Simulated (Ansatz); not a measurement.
**ClFH4O2W: molecular dynamics**

The plan is to follow the molecule's vibrations and see whether its bonds hold. The start is relaxed first. Runs: 300 steps of 0.25 fs under a Nosé-Hoover thermostat at 1000 K.

Method: RKS B3LYP/def2-SVP, in Ansatz 0.2.0.

## 1. The system as given

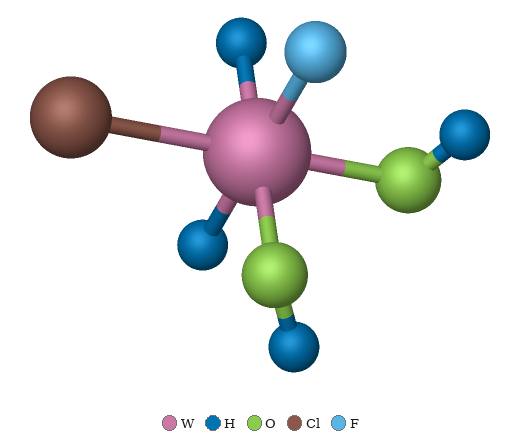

The starting structure, seen from a chosen angle (tungsten pink, hydrogen blue, oxygen green, chlorine brown, fluorine blue).

Structure file:

```xyz
9

W     0.0000    0.0000    0.0000
H     0.0000    0.0000    1.7200
O     1.9400    0.0000    0.0000
H     2.2771   -0.9519   -0.0197
H     0.0000    1.7200    0.0000
Cl   -2.3900    0.0000    0.0000
F     0.0000   -1.8500    0.0000
O     0.0000    0.0000   -1.9400
H     0.5278    0.7924   -2.2771
```

## 2. Preparing the start

input.yaml

```yaml
crystal:
  periodic: [false, false, false]
  atoms:
    - { symbol: W, position_ang: [0.0, 0.0, 0.0] }
    - { symbol: H, position_ang: [0.0, 0.0, 1.72] }
    - { symbol: O, position_ang: [1.94, 0.0, 0.0] }
    - { symbol: H, position_ang: [2.2771, -0.9519, -0.0197] }
    - { symbol: H, position_ang: [0.0, 1.72, 0.0] }
    - { symbol: Cl, position_ang: [-2.39, 0.0, 0.0] }
    - { symbol: F, position_ang: [0.0, -1.85, 0.0] }
    - { symbol: O, position_ang: [0.0, 0.0, -1.94] }
    - { symbol: H, position_ang: [0.5278, 0.7924, -2.2771] }
basis:
  gaussian: { orbitals: def2-SVP }
hamiltonian:
  xc: b3lyp
relax:
  f_tol: 0.02
  max_steps: 40
```

Launch:

```
$ ansatz run input.yaml --threads 2 --pin off --max-ram 3072MiB --backend cpu --events-out ev --progress --plain --runs-dir out
```

Standard output (excerpt; [...] marks lines left out):

```text
Warning: RAYON_NUM_THREADS=2 ignored (pool sized by the plan → 2); use --threads N
[...]
Functional definition: B3LYP
[...]
1164 factors; integrals over basis functions are off by at most 2.2e-4 eV
[...]
mean field -21217.25000506 eV, -779.7195561172 hartree, gradient 4.3e-5 eV, S^2 0.000000; 0 other end points of the search recorded, 0 dependent functions left out
[...]
reference -21217.25032547 eV, -779.7195678922 hartree; 30, 30 occupied and 82, 82 virtual orbitals, 1164 factors
relax step   1: F+E_penalty+E_count = -21217.25000506 eV  Δ(F+E_penalty+E_count) = +0.000e0 eV  max|allowed force component| = 2.806e0 eV/Å  Δτ_max = 0.0000 Å  (34 SCF iters, accepted)
[...]
relax step   4: F+E_penalty+E_count = -21219.11599927 eV  Δ(F+E_penalty+E_count) = -3.661e-1 eV  max|allowed force component| = 1.763e0 eV/Å  Δτ_max = 0.1950 Å  (42 SCF iters, accepted)
[...]
relax step   7: F+E_penalty+E_count = -21219.40227251 eV  Δ(F+E_penalty+E_count) = -1.036e-1 eV  max|allowed force component| = 6.112e-1 eV/Å  Δτ_max = 0.0978 Å  (37 SCF iters, accepted)
[...]
relax step  10: F+E_penalty+E_count = -21219.52039715 eV  Δ(F+E_penalty+E_count) = -1.792e-2 eV  max|allowed force component| = 2.633e-1 eV/Å  Δτ_max = 0.1210 Å  (36 SCF iters, accepted)
[...]
relax step  11: F+E_penalty+E_count = -21219.52926930 eV  Δ(F+E_penalty+E_count) = -8.872e-3 eV  max|allowed force component| = 1.104e-1 eV/Å  Δτ_max = 0.0605 Å  (37 SCF iters, accepted)
[...]
relax step  12: F+E_penalty+E_count = -21219.52515695 eV  Δ(F+E_penalty+E_count) = +4.112e-3 eV  max|allowed force component| = 2.557e-1 eV/Å  Δτ_max = 0.0658 Å  (34 SCF iters, rejected (line search))
[...]
1164 factors; integrals over basis functions are off by at most 4.2e-4 eV
```

## 3. The log goes on: start relaxed

The log, continued (excerpt; [...] marks lines left out):

```text
mean field -21219.53363216 eV, -779.8034778655 hartree, gradient 1.6e-5 eV, S^2 0.000000; 0 other end points of the search recorded, 0 dependent functions left out
[...]
reference -21219.53394703 eV, -779.8034894366 hartree; 30, 30 occupied and 82, 82 virtual orbitals, 1164 factors
relax step  13: F+E_penalty+E_count = -21219.53363216 eV  Δ(F+E_penalty+E_count) = -4.363e-3 eV  max|allowed force component| = 7.810e-2 eV/Å  Δτ_max = 0.0321 Å  (35 SCF iters, accepted)
[...]
relax step  15: F+E_penalty+E_count = -21219.53773919 eV  Δ(F+E_penalty+E_count) = -1.611e-3 eV  max|allowed force component| = 1.227e-1 eV/Å  Δτ_max = 0.0580 Å  (37 SCF iters, accepted)
[...]
relax step  17: F+E_penalty+E_count = -21219.54022818 eV  Δ(F+E_penalty+E_count) = -1.320e-3 eV  max|allowed force component| = 7.462e-2 eV/Å  Δτ_max = 0.0452 Å  (37 SCF iters, accepted)
[...]
Total energy: -21219.54152611 eV, -779.8037679626 hartree
Atom 0 at     0.035288    -0.279014    -0.285389 Å, force    -0.000111    -0.000692    -0.002389 eV/Å
Atom 1 at     0.103519     0.157478     1.337626 Å, force    -0.000113    -0.001526    -0.001826 eV/Å
Atom 2 at     1.886208    -0.463758    -0.143745 Å, force     0.006824    -0.001188     0.007275 eV/Å
Atom 3 at     2.480255    -0.775061     0.554535 Å, force    -0.008379     0.004029    -0.007504 eV/Å
Atom 4 at     0.155046     1.385392     0.008143 Å, force     0.000538     0.000264     0.000196 eV/Å
Atom 5 at    -2.244786    -0.012494     0.002855 Å, force     0.000699     0.000697     0.001498 eV/Å
Atom 6 at    -0.169966    -2.034149     0.481038 Å, force    -0.000600     0.000789     0.000087 eV/Å
Atom 7 at     0.056223     0.421542    -2.046332 Å, force     0.001154    -0.005222     0.001873 eV/Å
Atom 8 at     0.053114     1.310563    -2.425529 Å, force    -0.000011     0.002849     0.000789 eV/Å
Dipole moment:     0.557800     0.291085    -0.233738 e Å
```

It took 90 s on 2 threads of Arm Neoverse V1, shared host; peak memory 0.27 GiB.

The steps of the relaxation:

```csv
step,energy from step 1 (eV),largest force component (eV/Å)
1,0.0000,2.8059
2,-1.0497,1.4790
3,-1.4999,1.5613
4,-1.8660,1.7631
5x,-1.6131,6.4805
6,-2.0487,1.0940
7,-2.1523,0.6112
8,-2.2266,0.7222
9,-2.2525,0.2379
10,-2.2704,0.2633
11,-2.2793,0.1104
12x,-2.2752,0.2557
13,-2.2836,0.0781
14,-2.2861,0.0771
15,-2.2877,0.1227
16,-2.2889,0.1134
17,-2.2902,0.0746
18,-2.2909,0.0604
19,-2.2911,0.0318
20,-2.2912,0.0242
21,-2.2912,0.0084
```

Step 1 is the start. 2 steps were tried and not accepted (5, 12; marked x where the table lists them).

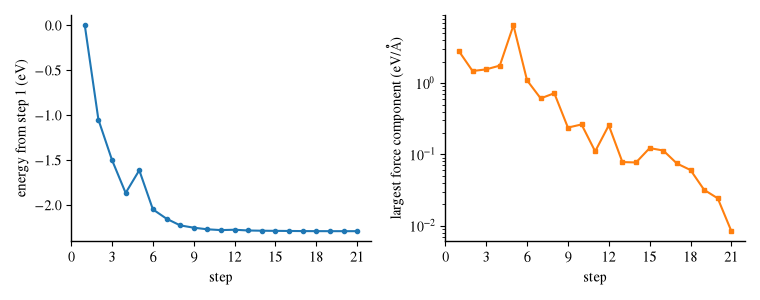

How energy and force went from step to step.

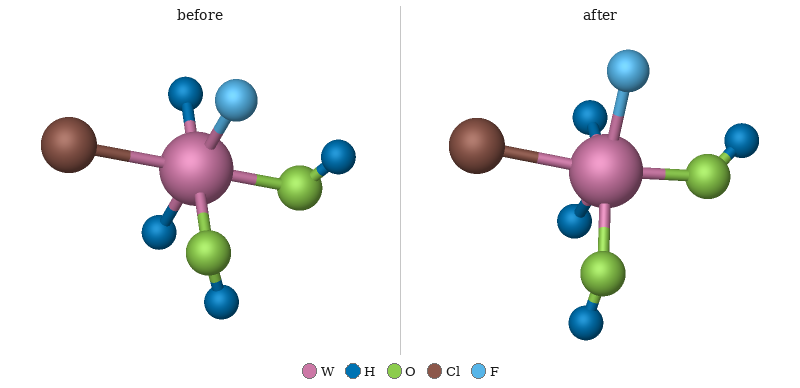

The structure before (left) and after (right), drawn at the same scale.

After: Bond lengths: W1–H2 1.682 Å, W1–O3 1.866 Å, O3–H4 0.968 Å, W1–H5 1.694 Å, W1–Cl6 2.314 Å, W1–F7 1.926 Å, W1–O8 1.895 Å, O8–H9 0.967 Å. Angles (14 of 17 angles, heavy atoms first): O3–W1–Cl6 168.4°, O3–W1–F7 89.2°, O3–W1–O8 95.5°, Cl6–W1–F7 87.2°, Cl6–W1–O8 94.8°, F7–W1–O8 135.0°, H2–W1–O3 85.0°, H2–W1–Cl6 83.7°, H2–W1–F7 81.8°, H2–W1–O8 143.1°, O3–W1–H5 90.8°, H5–W1–Cl6 86.3°, H5–W1–F7 146.5°, H5–W1–O8 78.3°.

## 4. Dynamics

300 steps of 0.25 fs under a Nosé-Hoover thermostat at 1000 K, from the relaxed start.

input.yaml

```yaml
crystal:
  periodic: [false, false, false]
  atoms:
    - { symbol: W, position_ang: [0.035288, -0.279014, -0.285389] }
    - { symbol: H, position_ang: [0.103519, 0.157478, 1.337626] }
    - { symbol: O, position_ang: [1.886208, -0.463758, -0.143745] }
    - { symbol: H, position_ang: [2.480255, -0.775061, 0.554535] }
    - { symbol: H, position_ang: [0.155046, 1.385392, 0.008143] }
    - { symbol: Cl, position_ang: [-2.244786, -0.012494, 0.002855] }
    - { symbol: F, position_ang: [-0.169966, -2.034149, 0.481038] }
    - { symbol: O, position_ang: [0.056223, 0.421542, -2.046332] }
    - { symbol: H, position_ang: [0.053114, 1.310563, -2.425529] }
basis:
  gaussian: { orbitals: def2-SVP }
hamiltonian:
  xc: b3lyp
md:
  timestep: 0.25
  n_steps: 300
  ensemble: nvt_nose_hoover
  temperature: 1000.0
  initial_velocities: maxwell_boltzmann
  seed: 20250
  nose_hoover: { tau: 100.0, chain_length: 3 }
```

Launch:

```
$ ansatz run input.yaml --threads 2 --pin off --max-ram 3072MiB --backend cpu --events-out ev --progress --plain --runs-dir out
```

Standard output (excerpt; [...] marks lines left out):

```text
Warning: RAYON_NUM_THREADS=2 ignored (pool sized by the plan → 2); use --threads N
[...]
[... 1 set-up line as earlier in the session ...]
[...]
1166 factors; integrals over basis functions are off by at most 3.8e-4 eV
[...]
mean field -21219.54122495 eV, -779.8037568954 hartree, gradient 1.6e-5 eV, S^2 0.000000; 0 other end points of the search recorded, 0 dependent functions left out
[...]
reference -21219.54153942 eV, -779.8037684517 hartree; 30, 30 occupied and 82, 82 virtual orbitals, 1166 factors
md step     0: t =     0.00 fs  T =  1000.0 K  F+E_penalty+E_count = -21219.54122495 eV  E_kin = 0.904820 eV  conserved = -21218.63640496 eV  (33 SCF iters)
[...]
md step    20: t =     5.00 fs  T =   692.6 K  F+E_penalty+E_count = -21219.26229276 eV  E_kin = 0.626719 eV  conserved = -21218.63576089 eV  (38 SCF iters)
[...]
md step    40: t =    10.00 fs  T =   481.2 K  F+E_penalty+E_count = -21219.06999796 eV  E_kin = 0.435379 eV  conserved = -21218.63572253 eV  (36 SCF iters)
[...]
md step    60: t =    15.00 fs  T =   327.7 K  F+E_penalty+E_count = -21218.92945935 eV  E_kin = 0.296465 eV  conserved = -21218.63556721 eV  (37 SCF iters)
[...]
md step    79: t =    19.75 fs  T =   270.9 K  F+E_penalty+E_count = -21218.87565842 eV  E_kin = 0.245078 eV  conserved = -21218.63535683 eV  (39 SCF iters)
md step    80: t =    20.00 fs  T =   287.7 K  F+E_penalty+E_count = -21218.89091983 eV  E_kin = 0.260285 eV  conserved = -21218.63552485 eV  (39 SCF iters)
```

## 5. More of the same log: dynamics from the start

Output, continued (excerpt; [...] marks lines left out):

```text
md step    81: t =    20.25 fs  T =   311.0 K  F+E_penalty+E_count = -21218.91207615 eV  E_kin = 0.281358 eV  conserved = -21218.63573305 eV  (39 SCF iters)
[...]
md step   107: t =    26.75 fs  T =   589.1 K  F+E_penalty+E_count = -21219.15800876 eV  E_kin = 0.533017 eV  conserved = -21218.63619883 eV  (38 SCF iters)
[...]
md step   133: t =    33.25 fs  T =   599.8 K  F+E_penalty+E_count = -21219.15689351 eV  E_kin = 0.542745 eV  conserved = -21218.63565574 eV  (36 SCF iters)
[...]
md step   159: t =    39.75 fs  T =   526.6 K  F+E_penalty+E_count = -21219.07954210 eV  E_kin = 0.476472 eV  conserved = -21218.63597052 eV  (36 SCF iters)
[...]
md step   183: t =    45.75 fs  T =   280.5 K  F+E_penalty+E_count = -21218.84723097 eV  E_kin = 0.253812 eV  conserved = -21218.63527556 eV  (36 SCF iters)
md step   184: t =    46.00 fs  T =   290.0 K  F+E_penalty+E_count = -21218.85564120 eV  E_kin = 0.262438 eV  conserved = -21218.63535709 eV  (36 SCF iters)
```

## 6. The output, continued: dynamics from the start

The log, continued (excerpt; [...] marks lines left out):

```text
md step   185: t =    46.25 fs  T =   308.5 K  F+E_penalty+E_count = -21218.87223356 eV  E_kin = 0.279175 eV  conserved = -21218.63552750 eV  (37 SCF iters)
[...]
md step   206: t =    51.50 fs  T =   344.6 K  F+E_penalty+E_count = -21218.89670496 eV  E_kin = 0.311800 eV  conserved = -21218.63572988 eV  (38 SCF iters)
[...]
md step   227: t =    56.75 fs  T =   596.3 K  F+E_penalty+E_count = -21219.11288207 eV  E_kin = 0.539587 eV  conserved = -21218.63630752 eV  (37 SCF iters)
[...]
md step   248: t =    62.00 fs  T =   602.9 K  F+E_penalty+E_count = -21219.10268154 eV  E_kin = 0.545534 eV  conserved = -21218.63615263 eV  (36 SCF iters)
[...]
md step   299: t =    74.75 fs  T =   686.6 K  F+E_penalty+E_count = -21219.12461837 eV  E_kin = 0.621225 eV  conserved = -21218.63613281 eV  (37 SCF iters)
[...]
Total energy: -21219.10201202 eV, -779.7876161179 hartree
Atom 0 at     0.065229    -0.225686    -0.278479 Å, force    -1.697364    -2.068432    -0.413552 eV/Å
Atom 1 at     0.047549     0.357415     1.221900 Å, force    -0.342405     0.225865     1.380165 eV/Å
Atom 2 at     1.820246    -0.732360    -0.161579 Å, force     0.954874    -1.383829    -0.124095 eV/Å
Atom 3 at     2.071233    -1.662632     0.099473 Å, force    -0.137083     1.175656    -0.012677 eV/Å
Atom 4 at     0.358641     1.395338    -0.011281 Å, force     0.244277     0.397586    -0.115031 eV/Å
Atom 5 at    -2.312457    -0.123383    -0.062643 Å, force     0.926824    -0.070441    -0.110743 eV/Å
Atom 6 at    -0.143993    -2.075170     0.593514 Å, force     0.178969     1.673922    -0.700561 eV/Å
Atom 7 at    -0.049263     0.422085    -2.059835 Å, force    -0.556959     0.184894    -0.014696 eV/Å
Atom 8 at    -0.534572     1.189817    -2.414526 Å, force     0.428868    -0.135222     0.111190 eV/Å
Dipole moment:     0.431239     0.261863    -0.395861 e Å
```

It took 20 min on 2 threads of Arm Neoverse V1, shared host; peak memory 0.26 GiB.

## 7. The trajectory

One step in 22; energies are changes from step 0:

```csv
time (fs),T (K),potential energy change (meV/atom),conserved energy change (meV/atom)
0.0,1000,0.0,0.00
5.5,638,36.5,0.09
11.0,391,61.5,0.11
16.5,397,61.0,0.05
22.0,416,59.5,0.04
27.5,532,48.5,0.09
33.0,595,43.1,0.09
38.5,562,47.5,0.02
44.0,398,65.0,0.03
49.5,314,74.4,0.09
55.0,425,64.3,0.11
60.5,513,57.3,0.08
66.0,659,44.8,0.04
71.5,718,41.4,0.05
75.0,663,48.8,0.04
```

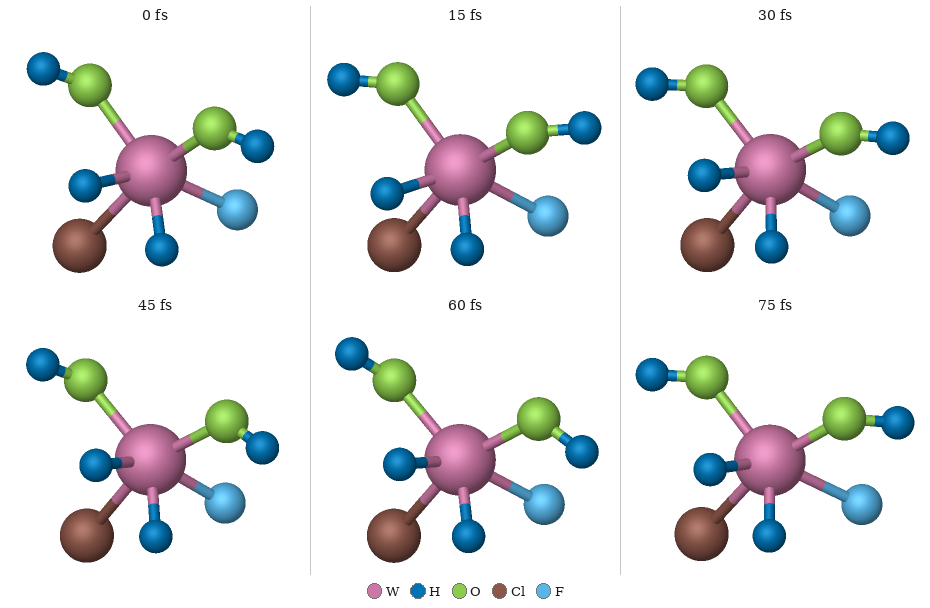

Six frames of the run, seen from a chosen angle. Sticks join atoms within a bonding distance in each frame.

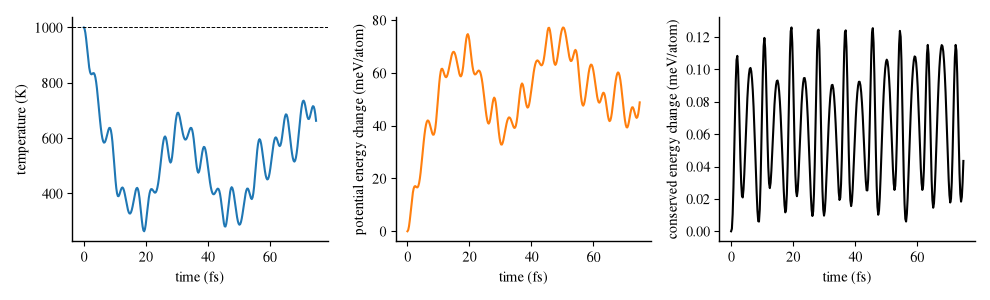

Time series of the run, each on its own scale. The dashed line is the set temperature.

## 8. Frames from the trajectory

Positions (Å) and forces (eV/Å):

```xyz
9
time_fs=9.5 T=555 dE=0.4040
W     0.043   -0.260   -0.293    0.275   -2.377    0.410
H     0.065    0.081    1.334   -0.017    0.596    0.300
O     1.884   -0.494   -0.085   -1.673    0.997   -1.293
H     2.507   -1.076    0.298    1.249   -0.991    1.010
H    -0.137    1.387   -0.048    0.446    0.139    0.293
Cl   -2.212   -0.055    0.014   -0.654   -0.172   -0.190
F    -0.258   -2.102    0.532    0.478    1.890   -1.000
O     0.047    0.437   -2.077   -0.285   -0.182    0.416
H    -0.314    1.237   -2.483    0.182    0.101    0.054
9
time_fs=18.8 T=303 dE=0.6361
W     0.051   -0.250   -0.298   -0.117   -0.617    2.561
H     0.016    0.323    1.359    0.118   -0.641   -0.879
O     1.869   -0.535   -0.051   -2.180    1.989   -1.512
H     2.459   -1.193    0.195    2.084   -2.062    1.157
H    -0.100    1.417    0.038    0.368   -0.328   -0.453
Cl   -2.194   -0.100    0.021   -0.970    0.042   -0.341
F    -0.324   -2.092    0.542    0.797    1.885   -1.034
O     0.023    0.447   -2.089   -0.339   -0.463    0.477
H    -0.507    1.167   -2.458    0.238    0.197    0.025
9
time_fs=28.0 T=512 dE=0.4558
W     0.059   -0.246   -0.294   -0.141   -1.505   -1.126
H     0.021    0.308    1.201   -0.087    0.387    1.545
O     1.851   -0.589   -0.048   -2.024    1.997   -1.859
H     2.433   -1.184    0.320    2.354   -2.200    1.660
H     0.201    1.409   -0.100   -0.028    0.407    0.181
Cl   -2.199   -0.143    0.020   -0.902    0.589   -0.311
F    -0.356   -2.005    0.510    0.932    0.523   -0.241
O    -0.020    0.438   -2.081   -0.432   -0.239    0.132
H    -0.488    1.225   -2.399    0.329    0.041    0.019
9
time_fs=37.5 T=493 dE=0.4886
W     0.066   -0.243   -0.291   -0.231    1.863    0.411
H     0.019    0.270    1.401    0.119   -0.192   -1.158
O     1.852   -0.662   -0.066   -1.496    1.297   -2.181
H     2.385   -1.048    0.575    1.792   -1.360    2.046
H     0.479    1.458   -0.159   -0.379   -0.446    0.332
Cl   -2.227   -0.175    0.011   -0.578    0.936   -0.267
F    -0.350   -1.897    0.467    0.593   -2.016    0.860
O    -0.084    0.412   -2.063    0.120    0.306   -0.010
H    -0.241    1.333   -2.341    0.059   -0.387   -0.033
9
time_fs=47.0 T=385 dE=0.6003
W     0.072   -0.236   -0.288   -0.497    0.293   -0.581
H     0.076    0.257    1.288   -0.069    0.076    0.593
O     1.874   -0.738   -0.086   -1.067    1.134   -1.562
H     2.285   -0.930    0.737    0.900   -0.689    1.373
H     0.513    1.372    0.033   -0.055    0.374   -0.335
Cl   -2.268   -0.184   -0.004    0.139    0.870   -0.114
F    -0.317   -1.874    0.461    0.147   -2.677    1.266
O    -0.140    0.396   -2.046    0.899    0.877   -0.529
H     0.026    1.302   -2.364   -0.395   -0.259   -0.111
9
time_fs=56.2 T=578 dE=0.4435
W     0.076   -0.226   -0.287   -1.245   -1.245    0.756
H     0.096    0.251    1.350   -0.005   -0.051   -0.267
O     1.884   -0.776   -0.108   -1.083    1.313   -0.819
H     2.229   -1.036    0.747    0.368   -0.555    0.508
H     0.449    1.420    0.001   -0.016   -0.096   -0.187
Cl   -2.307   -0.174   -0.022    0.983    0.494   -0.040
F    -0.275   -1.957    0.505    0.304   -0.010    0.134
O    -0.153    0.409   -2.048    1.093    0.333   -0.299
H     0.028    1.240   -2.523   -0.400   -0.183    0.214
9
time_fs=65.5 T=685 dE=0.3779
W     0.075   -0.222   -0.283   -1.685   -1.467    0.605
H     0.105    0.267    1.383   -0.072   -0.021   -0.762
O     1.860   -0.764   -0.134   -0.358    0.419   -0.036
H     2.194   -1.377    0.550   -0.101    0.056   -0.276
H     0.377    1.457   -0.142    0.048   -0.253    0.417
Cl   -2.324   -0.151   -0.041    1.296    0.144   -0.030
F    -0.219   -2.048    0.559    0.379    1.661   -0.563
O    -0.115    0.425   -2.058    0.483   -0.314    0.082
H    -0.236    1.217   -2.617    0.011   -0.225    0.563
9
time_fs=75.0 T=663 dE=0.4395
W     0.065   -0.226   -0.279   -1.697   -2.068   -0.414
H     0.048    0.357    1.222   -0.342    0.226    1.380
O     1.820   -0.732   -0.162    0.955   -1.384   -0.124
H     2.071   -1.663    0.100   -0.137    1.176   -0.013
H     0.359    1.395   -0.011    0.244    0.398   -0.115
Cl   -2.312   -0.123   -0.063    0.927   -0.070   -0.111
F    -0.144   -2.075    0.594    0.179    1.674   -0.701
O    -0.049    0.422   -2.060   -0.557    0.185   -0.015
H    -0.535    1.190   -2.414    0.429   -0.135    0.111
```

## 9. Outcome

| quantity | value |
| --- | --- |
| relaxation of the start | 18 moves, 2.291 eV lower |
| length | 300 steps of 0.25 fs |
| temperature, first and last step | 1000 and 663 K |
| temperature, second half | mean 506 K, from 281 to 736 K |
| potential energy, second half | +57 meV/atom from the start |
| largest change of the conserved energy | 0.13 meV/atom |
| bonds formed or broken | 0 |

In words: Against a set 1000 K the second half averages 506 K, going from 493 to 663 K over that half; 57 meV/atom has gone into potential energy, and a thermostat that acts over some 100 fs has not made it up in 75 fs. The conserved energy strays from its start by at most 0.13 meV/atom, 0.2 % of the mean kinetic energy, so a step of 0.25 fs is short enough over this time. No bond forms or breaks. 75 fs on 9 atoms is far too short and small for converged averages. The nuclei move classically, without zero-point motion, which matters most for hydrogen.
